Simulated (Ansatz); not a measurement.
# SiO (singlet): B2PLYP, RKS PBE0, RPA-PBE over a scan of the distance Si1–O2, 6-31G, part 2 of 2

Ansatz 0.2.0, Gaussian basis; 6-31G, all electrons in the functionals, frozen cores in the correlation of double hybrids and RPA. Earlier steps stand in the parts before.

**17. RKS PBE0, 2.770 Å**

Input file in.yaml:

```yaml
crystal:
  periodic: [false, false, false]
  atoms:
    - {symbol: Si, position_ang: [0.000000, 0.000000, 0.000000]}
    - {symbol: O, position_ang: [0.000000, 0.000000, 2.770000]}
basis:
  gaussian: {orbitals: 6-31G}
hamiltonian: {xc: {name: PBE0}}
```

The run is started by

```
$ ansatz run in.yaml --threads 1 --pin off --events-out ev --progress --plain --max-ram 2393MiB
```

The log of the run, shortened:

```text
Functional definition: PBE0
  name "PBE0"
  cite "Adamo & Barone, J. Chem. Phys. 110, 6158 (1999) doi:10.1063/1.478522"
  cite "Perdew, Burke & Ernzerhof, Phys. Rev. Lett. 77, 3865 (1996) doi:10.1103/PhysRevLett.77.3865"
  parent pbe
[...]
215 factors; integrals over basis functions are off by at most 2.9e-4 eV
[...]
mean field -9909.91135469 eV, -364.1825251056 hartree, gradient 1.9e-5 eV, S^2 0.000000; 1 other end points of the search recorded, 0 dependent functions left out
reference -9909.91137028 eV, -364.1825256785 hartree; 11, 11 occupied and 11, 11 virtual orbitals, 215 factors
Total energy: -9909.91137028 eV, -364.1825256785 hartree
```

Run time: 0.33 s. Hardware: 1 thread of Arm Neoverse V2, shared host.

**18. RKS PBE0, 3.259 Å**

Input file in.yaml:

```yaml
crystal:
  periodic: [false, false, false]
  atoms:
    - {symbol: Si, position_ang: [0.000000, 0.000000, 0.000000]}
    - {symbol: O, position_ang: [0.000000, 0.000000, 3.259000]}
basis:
  gaussian: {orbitals: 6-31G}
hamiltonian: {xc: {name: PBE0}}
```

The command is unchanged.

The log of the run, shortened:

```text
Functional definition: PBE0
  name "PBE0"
  cite "Adamo & Barone, J. Chem. Phys. 110, 6158 (1999) doi:10.1063/1.478522"
  cite "Perdew, Burke & Ernzerhof, Phys. Rev. Lett. 77, 3865 (1996) doi:10.1103/PhysRevLett.77.3865"
  parent pbe
[...]
215 factors; integrals over basis functions are off by at most 2.4e-4 eV
[...]
mean field -9908.13836841 eV, -364.1173690617 hartree, gradient 1.2e-6 eV, S^2 0.000000; 2 other end points of the search recorded, 0 dependent functions left out
reference -9908.13838361 eV, -364.1173696203 hartree; 11, 11 occupied and 11, 11 virtual orbitals, 215 factors
Total energy: -9908.13838361 eV, -364.1173696203 hartree
```

Run time: 0.48 s. Hardware: 1 thread of Arm Neoverse V2, shared host.

**19. RKS PBE0, 4.140 Å**

Input file in.yaml:

```yaml
crystal:
  periodic: [false, false, false]
  atoms:
    - {symbol: Si, position_ang: [0.000000, 0.000000, 0.000000]}
    - {symbol: O, position_ang: [0.000000, 0.000000, 4.140000]}
basis:
  gaussian: {orbitals: 6-31G}
hamiltonian: {xc: {name: PBE0}}
```

Same command.

The log of the run, shortened:

```text
Functional definition: PBE0
  name "PBE0"
  cite "Adamo & Barone, J. Chem. Phys. 110, 6158 (1999) doi:10.1063/1.478522"
  cite "Perdew, Burke & Ernzerhof, Phys. Rev. Lett. 77, 3865 (1996) doi:10.1103/PhysRevLett.77.3865"
  parent pbe
[...]
215 factors; integrals over basis functions are off by at most 4.1e-4 eV
[...]
mean field -9907.08998784 eV, -364.0788417862 hartree, gradient 5.1e-6 eV, S^2 0.000000; 7 other end points of the search recorded, 0 dependent functions left out
reference -9907.09000710 eV, -364.0788424942 hartree; 11, 11 occupied and 11, 11 virtual orbitals, 215 factors
Total energy: -9907.09000710 eV, -364.0788424942 hartree
```

Run time: 0.9 s. Hardware: 1 thread of Arm Neoverse V2, shared host.

**20. RKS PBE0, 5.171 Å**

Input file in.yaml:

```yaml
crystal:
  periodic: [false, false, false]
  atoms:
    - {symbol: Si, position_ang: [0.000000, 0.000000, 0.000000]}
    - {symbol: O, position_ang: [0.000000, 0.000000, 5.171000]}
basis:
  gaussian: {orbitals: 6-31G}
hamiltonian: {xc: {name: PBE0}}
```

The command is unchanged.

The log of the run, shortened:

```text
Functional definition: PBE0
  name "PBE0"
  cite "Adamo & Barone, J. Chem. Phys. 110, 6158 (1999) doi:10.1063/1.478522"
  cite "Perdew, Burke & Ernzerhof, Phys. Rev. Lett. 77, 3865 (1996) doi:10.1103/PhysRevLett.77.3865"
  parent pbe
[...]
215 factors; integrals over basis functions are off by at most 1.4e-4 eV
[...]
mean field -9906.76734567 eV, -364.0669849053 hartree, gradient 2.6e-6 eV, S^2 0.000000; 12 other end points of the search recorded, 0 dependent functions left out
reference -9906.76736420 eV, -364.0669855862 hartree; 11, 11 occupied and 11, 11 virtual orbitals, 215 factors
Total energy: -9906.76736420 eV, -364.0669855862 hartree
```

Run time: 2.5 s. Hardware: 1 thread of Arm Neoverse V2, shared host.

**21. RPA-PBE, 1.225 Å**

Input file in.yaml:

```yaml
crystal:
  periodic: [false, false, false]
  atoms:
    - {symbol: Si, position_ang: [0.000000, 0.000000, 0.000000]}
    - {symbol: O, position_ang: [0.000000, 0.000000, 1.225000]}
basis:
  gaussian: {orbitals: 6-31G}
hamiltonian: {xc: {name: PBE}}
correlation: {method: rpa, electrons: outside_noble_gas}
```

The command is unchanged.

The log of the run, shortened:

```text
Functional definition: PBE
  name "PBE"
  cite "Perdew, Burke & Ernzerhof, Phys. Rev. Lett. 77, 3865 (1996) doi:10.1103/PhysRevLett.77.3865"
  parent pbe
[...]
220 factors; integrals over basis functions are off by at most 9.3e-5 eV
[...]
mean field -9910.09316510 eV, -364.1892065149 hartree, gradient 4.9e-7 eV, S^2 0.000000; 0 other end points of the search recorded, 0 dependent functions left out
6 core orbitals not correlated: weight in the atoms' cores, before any rotation towards them, 0.999 or more for the frozen orbitals, at most 0.001 for the correlated occupied ones
reference -9890.71657727 eV, -363.4771300462 hartree; 5, 5 occupied and 11, 11 virtual orbitals, 220 factors
Total energy: -9897.48864264 eV, -363.7259988582 hartree
```

Wall time 0.36 s (1 thread of Arm Neoverse V2, shared host).

**22. RPA-PBE, 1.355 Å**

in.yaml: that of step 21 with these lines changed.

```diff
@@ -4,3 +4,3 @@
     - {symbol: Si, position_ang: [0.000000, 0.000000, 0.000000]}
-    - {symbol: O, position_ang: [0.000000, 0.000000, 1.225000]}
+    - {symbol: O, position_ang: [0.000000, 0.000000, 1.355000]}
 basis:
```

The command is unchanged.

The log of the run, shortened:

```text
Functional definition: PBE
  name "PBE"
  cite "Perdew, Burke & Ernzerhof, Phys. Rev. Lett. 77, 3865 (1996) doi:10.1103/PhysRevLett.77.3865"
  parent pbe
[...]
218 factors; integrals over basis functions are off by at most 1.1e-4 eV
[...]
mean field -9914.47504521 eV, -364.3502376389 hartree, gradient 1.3e-6 eV, S^2 0.000000; 0 other end points of the search recorded, 0 dependent functions left out
6 core orbitals not correlated: weight in the atoms' cores, before any rotation towards them, 1.000 or more for the frozen orbitals, at most 0.000 for the correlated occupied ones
reference -9894.76755066 eV, -363.6260005724 hartree; 5, 5 occupied and 11, 11 virtual orbitals, 218 factors
Total energy: -9901.97098196 eV, -363.8907217901 hartree
```

Wall time 0.39 s (1 thread of Arm Neoverse V2, shared host).

**23. RPA-PBE, 1.509 Å**

in.yaml: that of step 22 with these lines changed.

```diff
@@ -4,3 +4,3 @@
     - {symbol: Si, position_ang: [0.000000, 0.000000, 0.000000]}
-    - {symbol: O, position_ang: [0.000000, 0.000000, 1.355000]}
+    - {symbol: O, position_ang: [0.000000, 0.000000, 1.508831]}
 basis:
```

Launched as before.

The log of the run, shortened:

```text
Functional definition: PBE
  name "PBE"
  cite "Perdew, Burke & Ernzerhof, Phys. Rev. Lett. 77, 3865 (1996) doi:10.1103/PhysRevLett.77.3865"
  parent pbe
[...]
216 factors; integrals over basis functions are off by at most 1.2e-4 eV
[...]
mean field -9916.43119187 eV, -364.4221247029 hartree, gradient 6.8e-7 eV, S^2 0.000000; 0 other end points of the search recorded, 0 dependent functions left out
6 core orbitals not correlated: weight in the atoms' cores, before any rotation towards them, 1.000 or more for the frozen orbitals, at most 0.000 for the correlated occupied ones
reference -9896.24178879 eV, -363.6801778243 hartree; 5, 5 occupied and 11, 11 virtual orbitals, 216 factors
Total energy: -9904.02422470 eV, -363.9661770689 hartree
```

Run time: 0.39 s. Hardware: 1 thread of Arm Neoverse V2, shared host.

**24. RPA-PBE, 1.679 Å**

Input file in.yaml:

```yaml
crystal:
  periodic: [false, false, false]
  atoms:
    - {symbol: Si, position_ang: [0.000000, 0.000000, 0.000000]}
    - {symbol: O, position_ang: [0.000000, 0.000000, 1.679000]}
basis:
  gaussian: {orbitals: 6-31G}
magnetization: {spin_polarized: true, initial_magnetization: 0}
hamiltonian: {xc: {name: PBE}}
correlation: {method: rpa, electrons: outside_noble_gas}
```

Launched as before.

The log of the run, shortened:

```text
Functional definition: PBE
  name "PBE"
  cite "Perdew, Burke & Ernzerhof, Phys. Rev. Lett. 77, 3865 (1996) doi:10.1103/PhysRevLett.77.3865"
  parent pbe
[...]
215 factors; integrals over basis functions are off by at most 1.3e-4 eV
[...]
mean field -9916.62085854 eV, -364.4290948242 hartree, gradient 4.0e-7 eV, S^2 0.000000; 1 other end points of the search recorded, 0 dependent functions left out
6 core orbitals not correlated: weight in the atoms' cores, before any rotation towards them, 1.000 or more for the frozen orbitals, at most 0.000 for the correlated occupied ones
reference -9895.82696484 eV, -363.6649333253 hartree; 5, 5 occupied and 11, 11 virtual orbitals, 215 factors
Total energy: -9904.32773470 eV, -363.9773308558 hartree
```

Run time: 0.63 s. Hardware: 1 thread of Arm Neoverse V2, shared host.

From the report: ⟨S²⟩ of the determinant 0.000 (pure singlet: 0.00).

From 1.509 Å: -29.3 kJ/mol.

**25. RPA-PBE, 1.878 Å**

in.yaml: that of step 24 with these lines changed.

```diff
@@ -4,3 +4,3 @@
     - {symbol: Si, position_ang: [0.000000, 0.000000, 0.000000]}
-    - {symbol: O, position_ang: [0.000000, 0.000000, 1.679000]}
+    - {symbol: O, position_ang: [0.000000, 0.000000, 1.878000]}
 basis:
```

The command is unchanged.

The log of the run, shortened:

```text
Functional definition: PBE
  name "PBE"
  cite "Perdew, Burke & Ernzerhof, Phys. Rev. Lett. 77, 3865 (1996) doi:10.1103/PhysRevLett.77.3865"
  parent pbe
[...]
215 factors; integrals over basis functions are off by at most 1.8e-4 eV
[...]
mean field -9915.75235850 eV, -364.3971780366 hartree, gradient 5.7e-7 eV, S^2 0.000000; 2 other end points of the search recorded, 0 dependent functions left out
6 core orbitals not correlated: weight in the atoms' cores, before any rotation towards them, 1.000 or more for the frozen orbitals, at most 0.000 for the correlated occupied ones
reference -9894.20786514 eV, -363.6054325090 hartree; 5, 5 occupied and 11, 11 virtual orbitals, 215 factors
Total energy: -9903.62094907 eV, -363.9513569631 hartree
```

Wall time 0.6 s (1 thread of Arm Neoverse V2, shared host).

From the report: ⟨S²⟩ of the determinant 0.000 (pure singlet: 0.00).

From 1.509 Å: +38.9 kJ/mol.

**26. RPA-PBE, 2.077 Å**

in.yaml: that of step 25 with these lines changed.

```diff
@@ -4,3 +4,3 @@
     - {symbol: Si, position_ang: [0.000000, 0.000000, 0.000000]}
-    - {symbol: O, position_ang: [0.000000, 0.000000, 1.878000]}
+    - {symbol: O, position_ang: [0.000000, 0.000000, 2.077000]}
 basis:
```

The command is unchanged.

The log of the run, shortened:

```text
Functional definition: PBE
  name "PBE"
  cite "Perdew, Burke & Ernzerhof, Phys. Rev. Lett. 77, 3865 (1996) doi:10.1103/PhysRevLett.77.3865"
  parent pbe
[...]
215 factors; integrals over basis functions are off by at most 2.1e-4 eV
[...]
mean field -9914.52079070 eV, -364.3519187547 hartree, gradient 7.7e-6 eV, S^2 0.000000; 4 other end points of the search recorded, 0 dependent functions left out
6 core orbitals not correlated: weight in the atoms' cores, before any rotation towards them, 1.000 or more for the frozen orbitals, at most 0.000 for the correlated occupied ones
reference -9892.22614765 eV, -363.5326057344 hartree; 5, 5 occupied and 11, 11 virtual orbitals, 215 factors
Total energy: -9902.58724929 eV, -363.9133691967 hartree
```

Run time: 0.93 s. Hardware: 1 thread of Arm Neoverse V2, shared host.

From the report: ⟨S²⟩ of the determinant 0.000 (pure singlet: 0.00).

From 1.509 Å: +138.6 kJ/mol.

**27. RPA-PBE, 2.383 Å**

in.yaml: that of step 26 with these lines changed.

```diff
@@ -4,3 +4,3 @@
     - {symbol: Si, position_ang: [0.000000, 0.000000, 0.000000]}
-    - {symbol: O, position_ang: [0.000000, 0.000000, 2.077000]}
+    - {symbol: O, position_ang: [0.000000, 0.000000, 2.383000]}
 basis:
```

Same command.

The log of the run, shortened:

```text
Functional definition: PBE
  name "PBE"
  cite "Perdew, Burke & Ernzerhof, Phys. Rev. Lett. 77, 3865 (1996) doi:10.1103/PhysRevLett.77.3865"
  parent pbe
[...]
215 factors; integrals over basis functions are off by at most 2.2e-4 eV
[...]
mean field -9912.84687070 eV, -364.2904033293 hartree, gradient 1.5e-6 eV, S^2 0.697440; 12 other end points of the search recorded, 0 dependent functions left out
6 core orbitals not correlated: weight in the atoms' cores, before any rotation towards them, 1.000 or more for the frozen orbitals, at most 0.000 for the correlated occupied ones
reference -9891.20789200 eV, -363.4951855296 hartree; 5, 5 occupied and 11, 11 virtual orbitals, 215 factors
Total energy: -9901.08215861 eV, -363.8580581346 hartree
```

It took 3 s on 1 thread of Arm Neoverse V2, shared host.

From the report: ⟨S²⟩ of the determinant 0.697 (pure singlet: 0.00). The determinant is far from a pure spin state, so its energy mixes those of several spin states (harmless only where they are near-degenerate, as at dissociation).

From 1.509 Å: +283.9 kJ/mol.

**28. RPA-PBE, 2.770 Å**

in.yaml: that of step 27 with these lines changed.

```diff
@@ -4,3 +4,3 @@
     - {symbol: Si, position_ang: [0.000000, 0.000000, 0.000000]}
-    - {symbol: O, position_ang: [0.000000, 0.000000, 2.383000]}
+    - {symbol: O, position_ang: [0.000000, 0.000000, 2.770000]}
 basis:
```

Launched as before.

The log of the run, shortened:

```text
Functional definition: PBE
  name "PBE"
  cite "Perdew, Burke & Ernzerhof, Phys. Rev. Lett. 77, 3865 (1996) doi:10.1103/PhysRevLett.77.3865"
  parent pbe
[...]
215 factors; integrals over basis functions are off by at most 2.9e-4 eV
[...]
mean field -9911.48536719 eV, -364.2403689981 hartree, gradient 3.1e-6 eV, S^2 1.226273; 18 other end points of the search recorded, 0 dependent functions left out
6 core orbitals not correlated: weight in the atoms' cores, before any rotation towards them, 1.000 or more for the frozen orbitals, at most 0.000 for the correlated occupied ones
reference -9890.35240623 eV, -363.4637470073 hartree; 5, 5 occupied and 11, 11 virtual orbitals, 215 factors
Total energy: -9900.01808110 eV, -363.8189540070 hartree
```

It took 4 s on 1 thread of Arm Neoverse V2, shared host.

From the report: ⟨S²⟩ of the determinant 1.226 (pure singlet: 0.00). The determinant is far from a pure spin state, so its energy mixes those of several spin states (harmless only where they are near-degenerate, as at dissociation).

From 1.509 Å: +386.5 kJ/mol.

**29. RPA-PBE, 3.259 Å**

in.yaml: that of step 28 with these lines changed.

```diff
@@ -4,3 +4,3 @@
     - {symbol: Si, position_ang: [0.000000, 0.000000, 0.000000]}
-    - {symbol: O, position_ang: [0.000000, 0.000000, 2.770000]}
+    - {symbol: O, position_ang: [0.000000, 0.000000, 3.259000]}
 basis:
```

The command is unchanged.

The log of the run, shortened:

```text
Functional definition: PBE
  name "PBE"
  cite "Perdew, Burke & Ernzerhof, Phys. Rev. Lett. 77, 3865 (1996) doi:10.1103/PhysRevLett.77.3865"
  parent pbe
[...]
215 factors; integrals over basis functions are off by at most 2.4e-4 eV
[...]
mean field -9910.53222873 eV, -364.2053418059 hartree, gradient 2.1e-6 eV, S^2 1.557034; 17 other end points of the search recorded, 0 dependent functions left out
6 core orbitals not correlated: weight in the atoms' cores, before any rotation towards them, 1.000 or more for the frozen orbitals, at most 0.000 for the correlated occupied ones
reference -9890.27564854 eV, -363.4609262142 hartree; 5, 5 occupied and 11, 11 virtual orbitals, 215 factors
Total energy: -9899.32941132 eV, -363.7936458595 hartree
```

It took 4.6 s on 1 thread of Arm Neoverse V2, shared host.

From the report: ⟨S²⟩ of the determinant 1.557 (pure singlet: 0.00). The determinant is far from a pure spin state, so its energy mixes those of several spin states (harmless only where they are near-degenerate, as at dissociation).

From 1.509 Å: +453.0 kJ/mol.

**30. RPA-PBE, 4.140 Å**

in.yaml: that of step 29 with these lines changed.

```diff
@@ -4,3 +4,3 @@
     - {symbol: Si, position_ang: [0.000000, 0.000000, 0.000000]}
-    - {symbol: O, position_ang: [0.000000, 0.000000, 3.259000]}
+    - {symbol: O, position_ang: [0.000000, 0.000000, 4.140000]}
 basis:
```

Launched as before.

The log of the run, shortened:

```text
Functional definition: PBE
  name "PBE"
  cite "Perdew, Burke & Ernzerhof, Phys. Rev. Lett. 77, 3865 (1996) doi:10.1103/PhysRevLett.77.3865"
  parent pbe
[...]
215 factors; integrals over basis functions are off by at most 4.1e-4 eV
[...]
mean field -9909.85217724 eV, -364.1803503743 hartree, gradient 7.9e-9 eV, S^2 1.798376; 24 other end points of the search recorded, 0 dependent functions left out
6 core orbitals not correlated: weight in the atoms' cores, before any rotation towards them, 1.000 or more for the frozen orbitals, at most 0.000 for the correlated occupied ones
reference -9891.72260595 eV, -363.5141009182 hartree; 5, 5 occupied and 11, 11 virtual orbitals, 215 factors
Total energy: -9898.94615589 eV, -363.7795614821 hartree
```

It took 14 s on 1 thread of Arm Neoverse V2, shared host.

From the report: ⟨S²⟩ of the determinant 1.798 (pure singlet: 0.00). The determinant is far from a pure spin state, so its energy mixes those of several spin states (harmless only where they are near-degenerate, as at dissociation).

From 1.509 Å: +490.0 kJ/mol.

**31. RPA-PBE, 5.171 Å**

in.yaml: that of step 30 with these lines changed.

```diff
@@ -4,3 +4,3 @@
     - {symbol: Si, position_ang: [0.000000, 0.000000, 0.000000]}
-    - {symbol: O, position_ang: [0.000000, 0.000000, 4.140000]}
+    - {symbol: O, position_ang: [0.000000, 0.000000, 5.171000]}
 basis:
```

Launched as before.

The log of the run, shortened:

```text
Functional definition: PBE
  name "PBE"
  cite "Perdew, Burke & Ernzerhof, Phys. Rev. Lett. 77, 3865 (1996) doi:10.1103/PhysRevLett.77.3865"
  parent pbe
[...]
215 factors; integrals over basis functions are off by at most 1.4e-4 eV
[...]
mean field -9909.68324992 eV, -364.1741424099 hartree, gradient 8.4e-7 eV, S^2 1.883420; 22 other end points of the search recorded, 0 dependent functions left out
6 core orbitals not correlated: weight in the atoms' cores, before any rotation towards them, 1.000 or more for the frozen orbitals, at most 0.000 for the correlated occupied ones
reference -9893.24832586 eV, -363.5701700909 hartree; 5, 5 occupied and 11, 11 virtual orbitals, 215 factors
Total energy: -9898.85144071 eV, -363.7760807638 hartree
```

It took 19 s on 1 thread of Arm Neoverse V2, shared host.

From the report: ⟨S²⟩ of the determinant 1.883 (pure singlet: 0.00). The determinant is far from a pure spin state, so its energy mixes those of several spin states (harmless only where they are near-degenerate, as at dissociation).

From 1.509 Å: +499.1 kJ/mol.

**32. The comparison**

The yardstick is full CI for this spin, exact in this basis with these frozen cores. It comes from earlier runs at the same points. Energies in kJ/mol, counted from 1.509 Å; blanks weren't run or aren't comparable.

| level | 1.225 Å | 1.355 Å | 1.509 Å | 1.679 Å | 1.878 Å | 2.077 Å | 2.383 Å | 2.770 Å | 3.259 Å | 4.140 Å | 5.171 Å |
| --- | --- | --- | --- | --- | --- | --- | --- | --- | --- | --- | --- |
| FCI | 618.6 | 191.5 | 0.0 | -21.9 | 54.6 | 161.9 | 314.3 | 443.9 | 519.5 | 551.6 | 556.7 |
| B2PLYP | 604.0 | 185.1 | 0.0 | -18.2 | 121.4 | 269.6 | 418.9 | 532.1 | 580.5 | 602.0 | 605.6 |
| RKS PBE0 | 585.6 | 174.0 | 0.0 | -0.9 | 103.7 | 243.1 | 450.4 | 656.6 | 827.7 | 928.8 | 959.9 |
| RPA-PBE | 630.6 | 198.1 | 0.0 | -29.3 | 38.9 | 138.6 | 283.9 | 386.5 | 453.0 | 490.0 | 499.1 |

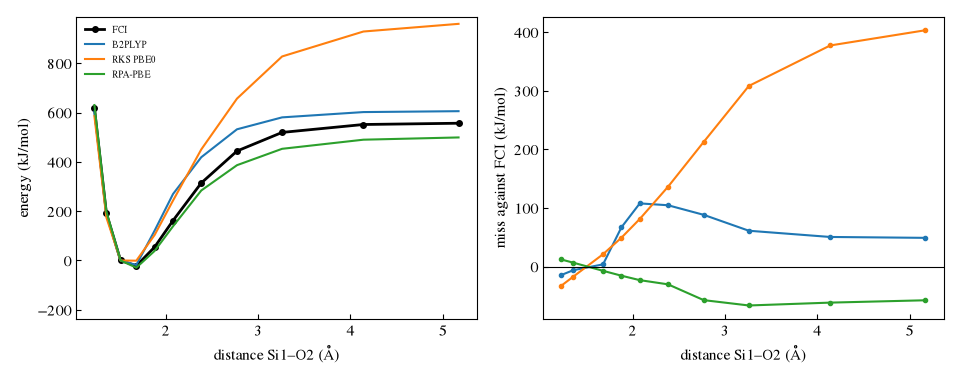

Left: the curves (the axis may cut off levels that run far away). Right: misses against FCI, in the same colours.

Largest miss and mean time a point (FCI took 54 s a point; shared hosts):

| level | largest miss (kJ/mol) | where | time a point |
| --- | --- | --- | --- |
| B2PLYP | +107.7 | 2.077 Å | 3.6 s |
| RKS PBE0 | +403.2 | 5.171 Å | 0.65 s |
| RPA-PBE | -66.5 | 3.259 Å | 4.3 s |

**33. Results**

What follows sums up all 2 parts.

```
              quantity                    value
 span of the FCI curve             640.5 kJ/mol
  largest miss, B2PLYP  +107.7 kJ/mol (2.077 Å)
largest miss, RKS PBE0  +403.2 kJ/mol (5.171 Å)
 largest miss, RPA-PBE   -66.5 kJ/mol (3.259 Å)
```

In words: Misses are known at 10 of 10 points at best, and only functionals with that many are ranked. Of the functionals, RPA-PBE keep the smallest largest miss at the points compared (at most 66.5 kJ/mol) and RKS PBE0 strays most (403.2 kJ/mol, at 5.171 Å). B2PLYP, RPA-PBE clearly break the spin symmetry at some points (⟨S²⟩ up to 2.00 above the pure value), so energy there is bought with a mixed spin. Functionals and the yardstick converge differently with the basis, so part of each miss in 6-31G is the basis.
